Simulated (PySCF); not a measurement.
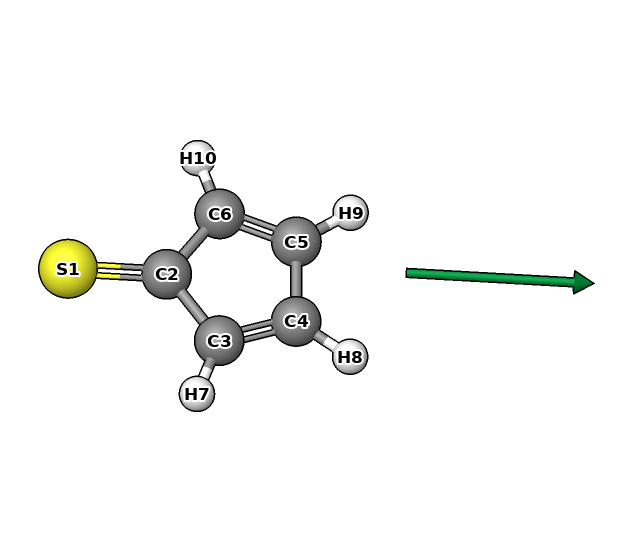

The arrow beside the molecule shows the direction of the dipole moment, from the negative to the positive end (its length means nothing). The computed structure is the end point of a GFN2-xTB optimisation. No frequency run is at hand to confirm it as a minimum. Properties computed with ωB97X-D/def2-SVPD, gas phase (PySCF 2.14.0).

Question: Estimate the dipole moment.

Answer: 2.59 D; it points from the side of S1 to the side of H8, H9 (the outermost atoms at the two ends).
